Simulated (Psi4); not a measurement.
# GaSiH4OF (SMILES [F][GaH][O][SiH3]) at BHLYP/6-31G(d) (spherical functions)

What is the vertical ionisation energy of GaSiH4OF at BHLYP/6-31G* (spherical functions)? 

The calculation is run with Psi4 1.11.

5 further runs of the same task are left out: 4 that didn't finish, 1 set aside as unsound or not needed.

## Step 1: Starting point

GaSiH4OF has 8 atoms, charge 0, and is taken as a singlet. As SMILES, `[F][GaH][O][SiH3]`. The shape is that of a PBE0-D4/def2-TZVP optimisation. This is one conformer, not always the lowest.

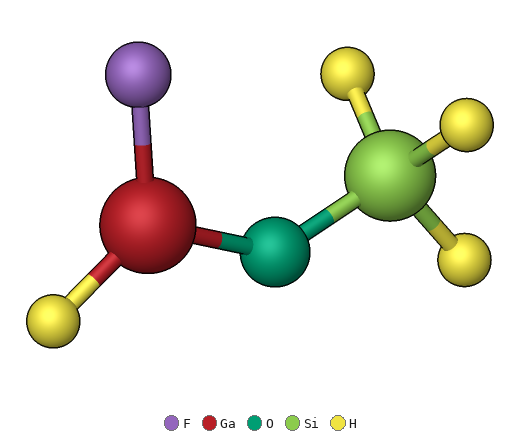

The structure, seen from a chosen angle (fluorine purple, gallium red, oxygen teal, silicon green, hydrogen yellow).

## Step 2: The energy at BHLYP/6-31G(d) (spherical functions)

File job.json:

```json
{
  "schema_name": "qcschema_input",
  "schema_version": 1,
  "molecule": {
    "schema_name": "qcschema_molecule",
    "schema_version": 2,
    "symbols": ["F", "Ga", "O", "Si", "H", "H", "H", "H"],
    "geometry": [1.61968426, 2.78167686, 3.48881237, 2.50180842, 2.30584382, 0.33542639, 0.60886976, 0.04686521, -1.21698362, -1.80053105, -1.78730297, -0.56521708, 4.7112762, 3.74959458, -0.87513217, -2.43302239, -3.2450377, -2.87843083, -1.16898458, -3.5797082, 1.50592275, -4.03891165, -0.27174262, 0.2056022],
    "molecular_charge": 0,
    "molecular_multiplicity": 1,
    "fix_symmetry": "c1",
    "fix_com": true,
    "fix_orientation": true
  },
  "driver": "energy",
  "model": {
    "method": "bhhlyp",
    "basis": "6-31G*"
  },
  "keywords": {
    "reference": "rks",
    "puream": true,
    "e_convergence": 1e-09,
    "d_convergence": 1e-08,
    "scf_type": "pk",
    "dft_radial_points": 99,
    "dft_spherical_points": 590,
    "scf_properties": ["WIBERG_LOWDIN_INDICES", "DIPOLE", "MULLIKEN_CHARGES"]
  }
}
```

Launch:

```
$ psi4 --qcschema job.json -n 1 --memory 2200MB
```

stdout, cut to the lines that bear on the results:

```text
[...]
  Running in c1 symmetry.
[...]
  Nuclear repulsion =  350.543607697449147
[...]
  Multiplicity = 1
[...]
  Nalpha       = 33
  Nbeta        = 33
[...]
    Number of basis functions: 86
[...]
   @RKS iter   1: -2389.91589474162947   -2.64124e+00   3.23640e-02 DIIS/ADIIS
[...]
   @RKS iter  12: -2391.50705339792194   -2.27374e-12   5.19524e-09 DIIS
[...]
    Orbital Energies [Eh]
    ---------------------
    Doubly Occupied:
       1A   -374.998981     2A    -67.155210     3A    -46.849563
       4A    -41.445949     5A    -41.441232     6A    -41.441022
       7A    -25.264925     8A    -19.690324     9A     -5.911571
      10A     -5.621919    11A     -4.127543    12A     -4.118847
      13A     -4.117964    14A     -3.885983    15A     -3.884261
      16A     -3.884236    17A     -1.282377    18A     -1.122194
      19A     -1.027365    20A     -1.025873    21A     -1.025065
      22A     -1.020407    23A     -1.005510    24A     -0.627871
      25A     -0.551813    26A     -0.492190    27A     -0.483053
      28A     -0.472329    29A     -0.448770    30A     -0.444244
      31A     -0.422852    32A     -0.371824    33A     -0.369886
[...]
  @RKS Final Energy: -2391.50705339792194
   => Energetics <=
    Nuclear Repulsion Energy =            350.5436076974491471
    One-Electron Energy =               -4029.5609452106477875
    Two-Electron Energy =                1347.2760794277937748
    DFT Exchange-Correlation Energy =     -59.7657953125173975
    Empirical Dispersion Energy =           0.0000000000000000
    VV10 Nonlocal Energy =                  0.0000000000000000
    Total Energy =                      -2391.5070533979219363
[...]
 Multipole Moments:
 ------------------------------------------------------------------------------------
     Multipole            Electronic (a.u.)      Nuclear  (a.u.)        Total (a.u.)
 ------------------------------------------------------------------------------------
 L = 1.  Multiply by 2.5417464519 to convert [e a0] to [Debye]
 Dipole X            :        -68.4377541           68.8671003            0.4293462
 Dipole Y            :        -68.3349154           68.5220363            0.1871209
 Dipole Z            :        -22.5807262           22.1065833           -0.4741429
 Magnitude           :                                                    0.6664562
[...]
  Mulliken Charges: (a.u.)
   Center  Symbol    Alpha    Beta     Spin     Total
       1     F     4.74912  4.74912  0.00000 -0.49825
       2    GA    15.09605 15.09605  0.00000  0.80791
       3     O     4.38306  4.38306  0.00000 -0.76611
       4    SI     6.63285  6.63285  0.00000  0.73431
       5     H     0.45584  0.45584  0.00000  0.08832
       6     H     0.55787  0.55787  0.00000 -0.11574
       7     H     0.56259  0.56259  0.00000 -0.12519
       8     H     0.56262  0.56262  0.00000 -0.12524
   Total alpha = 33.00000, Total beta = 33.00000, Total charge =  0.00000
[...]
```

The result, in JSON:

```text
{
 "driver": "energy",
 "model": {
  "method": "bhhlyp",
  "basis": "6-31G*"
 },
 "success": true,
 "return_result": -2391.507053397922,
 "properties": {
  "calcinfo_nbasis": 86,
  "calcinfo_nmo": 86,
  "calcinfo_nalpha": 33,
  "calcinfo_nbeta": 33,
  "calcinfo_natom": 8,
  "nuclear_repulsion_energy": 350.54360769744915,
  "return_energy": -2391.507053397922,
  "scf_one_electron_energy": -4029.560945210648,
  "scf_two_electron_energy": 1347.2760794277938,
  "scf_xc_energy": -59.7657953125174,
  "scf_dipole_moment": [0.42934624623262607, 0.18712094459216644, -0.474142862845941],
  "scf_total_energy": -2391.507053397922,
  "scf_iterations": 12
 }
}
```

Run time: 24 s. Hardware: 1 thread of AMD EPYC 7R43 (Zen 3), shared host; peak memory 1.1 GiB.

## Step 3: The doublet cation, same level

File fgah4osi.inp:

```
memory 2200 mb

molecule molecule1 {
  1 2
  F      0.857100     1.472000     1.846200
  Ga     1.323900     1.220200     0.177500
  O      0.322200     0.024800    -0.644000
  Si    -0.952800    -0.945800    -0.299100
  H      2.493100     1.984200    -0.463100
  H     -1.287500    -1.717200    -1.523200
  H     -0.618600    -1.894300     0.796900
  H     -2.137300    -0.143800     0.108800
  units angstrom
  symmetry c1
}

set {
  basis                6-31G*
  reference            uks
  puream               true
  e_convergence        1e-09
  d_convergence        1e-08
  scf_type             pk
  dft_radial_points    99
  dft_spherical_points 590
  maxiter              100
}

energy('bhhlyp')
print_variables()
```

Launch:

```
$ psi4 -i fgah4osi.inp -o fgah4osi.out -n 1
```

fgah4osi.out, cut to the lines that bear on the results:

```text
[...]
  Running in c1 symmetry.
[...]
  Nuclear repulsion =  350.543607574192208
[...]
  Multiplicity = 2
[...]
  Nalpha       = 33
  Nbeta        = 32
[...]
    Number of basis functions: 86
[...]
   @UKS iter   1: -2389.48347024012492   -2.20882e+00   3.23537e-02 ADIIS/DIIS
[...]
   @UKS iter  23: -2391.09735163471078   -5.00222e-12   7.43398e-09 DIIS
[...]
   @S^2 Observed:                7.701978013E-01
[...]
    Orbital Energies [Eh]
    ---------------------
    Alpha Occupied:
       1A   -375.209953     2A    -67.403540     3A    -47.060491
       4A    -41.656766     5A    -41.652523     6A    -41.651550
       7A    -25.447582     8A    -20.036444     9A     -6.122472
      10A     -5.874833    11A     -4.337749    12A     -4.331461
      13A     -4.327040    14A     -4.139270    15A     -4.137776
      16A     -4.134941    17A     -1.462725    18A     -1.455220
      19A     -1.239373    20A     -1.237297    21A     -1.234118
      22A     -1.233640    23A     -1.223412    24A     -0.908887
      25A     -0.805021    26A     -0.801287    27A     -0.753172
      28A     -0.701728    29A     -0.668569    30A     -0.647264
      31A     -0.644798    32A     -0.619245    33A     -0.606036
[...]
  @UKS Final Energy: -2391.09735163471078
   => Energetics <=
    Nuclear Repulsion Energy =            350.5436075741922082
    One-Electron Energy =               -4014.4047256792637199
    Two-Electron Energy =                1332.3399470243430187
    DFT Exchange-Correlation Energy =     -59.5761805539823825
    Empirical Dispersion Energy =           0.0000000000000000
    VV10 Nonlocal Energy =                  0.0000000000000000
    Total Energy =                      -2391.0973516347107761
[...]
 Multipole Moments:
 ------------------------------------------------------------------------------------
     Multipole            Electronic (a.u.)      Nuclear  (a.u.)        Total (a.u.)
 ------------------------------------------------------------------------------------
 L = 1.  Multiply by 2.5417464519 to convert [e a0] to [Debye]
 Dipole X            :          7.4295316           -8.6385001           -1.2089685
 Dipole Y            :          7.2771179           -8.7550531           -1.4779352
 Dipole Z            :          2.1011025           -3.1736654           -1.0725629
 Magnitude           :                                                    2.1900430
[...]
```

Wall time 60 s (1 thread of AMD EPYC 7R43 (Zen 3), shared host); peak memory 1.1 GiB.

## Step 4: Results

At BHLYP/6-31G* (spherical functions):

| quantity | value |
| --- | --- |
| singlet GaSiH4OF: total energy | -2391.50705 Eh |
| singlet GaSiH4OF: dipole moment | 1.69 D |
| singlet GaSiH4OF: HOMO energy | -10.07 eV |
| singlet GaSiH4OF: LUMO energy | -0.37 eV |
| singlet GaSiH4OF: HOMO–LUMO gap | 9.69 eV |
| doublet cation: total energy | -2391.09735 Eh |
| doublet cation: HOMO energy (highest over α and β) | -16.42 eV |
| doublet cation: LUMO energy (lowest over α and β) | -12.19 eV |
| doublet cation: ⟨S²⟩ | 0.770 |
| vertical ionisation energy (to the doublet cation) | 11.149 eV |

Removing an electron at fixed nuclei costs 11.15 eV (1076 kJ/mol). The negative HOMO energy of the first species, 10.07 eV, lies 1.08 eV below that difference. Mulliken charges (singlet GaSiH4OF) run from -0.77 on O3 to +0.81 on Ga2.
